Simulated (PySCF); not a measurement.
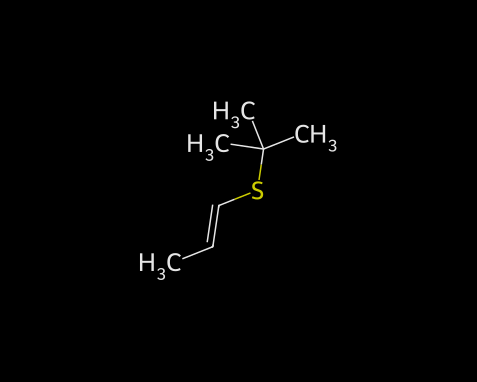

A structural formula.

**Transcribe the drawing into SMILES.**

C/C=C/SC(C)(C)C

**Give the formula, hydrogens included.**

C7H14S.

**An optimisation with PBE0-D3(BJ)/def2-SVP gave a structure of which point group?**

C1. Other conformers may differ.

More results for the same structure follow; atom numbers are the same in all pictures, views and colours differ. The geometry was computed by an optimisation with PBE0-D3(BJ)/def2-SVP. No frequency run is at hand to confirm it as a minimum.

## Shape

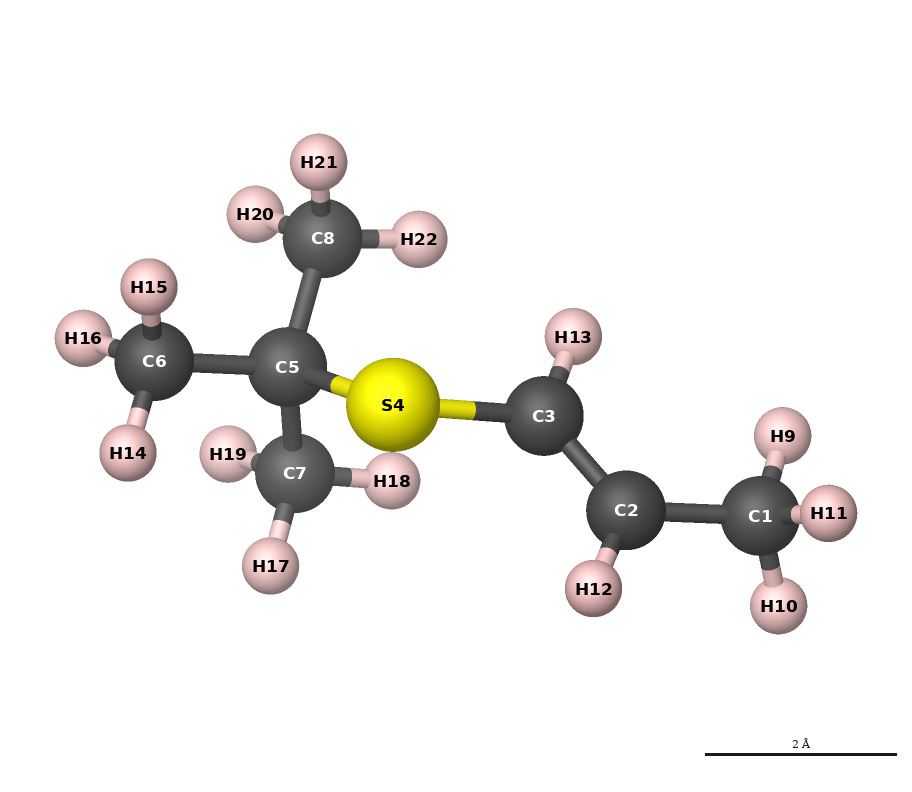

Atoms carry their numbers in the input. No frequency run is at hand to confirm it as a minimum.

What are the angles C1–C2–C3, C2–C3–S4, C2–C3–H13, C3–C2–H12, S4–C5–C8, C5–C6–H14, C5–C6–H16, C5–C7–H17, C5–C7–H18, C5–C7–H19, C5–C8–H22, C6–C5–C8?

```csv
angle,degrees
C1–C2–C3,124.6
C2–C3–S4,122.7
C2–C3–H13,119.9
C3–C2–H12,118.2
S4–C5–C8,110.5
C5–C6–H14,111.2
C5–C6–H16,109.8
C5–C7–H17,110.9
C5–C7–H18,111.3
C5–C7–H19,110.2
C5–C8–H22,111.8
C6–C5–C8,110.3
```

## NMR shielding

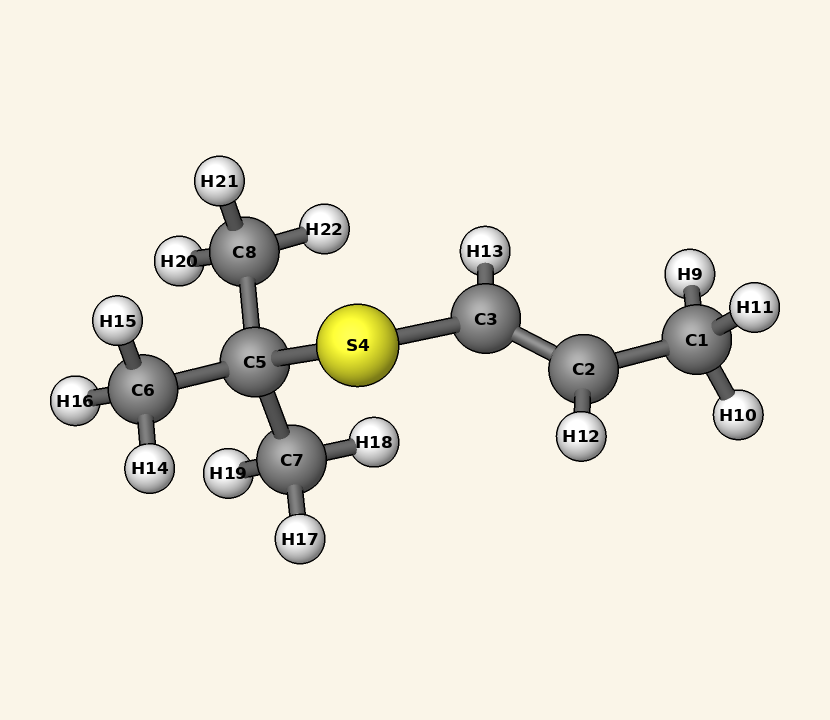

No frequency run is at hand to confirm it as a minimum. Method: GIAO PBE0/pcSseg-1 NMR shielding, non-relativistic, IEF-PCM chloroform (PySCF 2.14.0). Principal shieldings σ11 ≤ σ22 ≤ σ33, span Ω = σ33 − σ11, skew κ = 3(σiso − σ22)/Ω.

Give the shielding tensors of the S atoms.

```json
{"atom": "S4", "σ11": "260.4", "σ22": "340.5", "σ33": "574.0", "σiso": "391.6", "Ω": "313.5", "κ": "0.49"}
```

Shieldings and span in ppm.

## Electronic properties

No frequency run is at hand to confirm it as a minimum. Level of theory: PBE0/pcSseg-1 in chloroform (IEF-PCM) (PySCF 2.14.0).

**Give the HOMO–LUMO gap at this level.**

6.22 eV.

**Give the dipole moment at this level.**

2.07 D.

**Estimate the HOMO energy (Kohn–Sham orbital).**

−6.16 eV.

## Quadrupole coupling

No frequency run is at hand to confirm it as a minimum. Electric field gradients from the ground-state density, PBE0/pcSseg-1 in chloroform (IEF-PCM) (PySCF 2.14.0), non-relativistic apart from any core potentials.

Give the largest field-gradient component, the quadrupole coupling constant and the asymmetry for 33S at S4 (Q = −67.81 mb).

| atom | V_zz (a.u.) | e²qQ/h (MHz) | η |
| --- | --- | --- | --- |
| S4 | −2.759 | 44.0 | 0.64 |
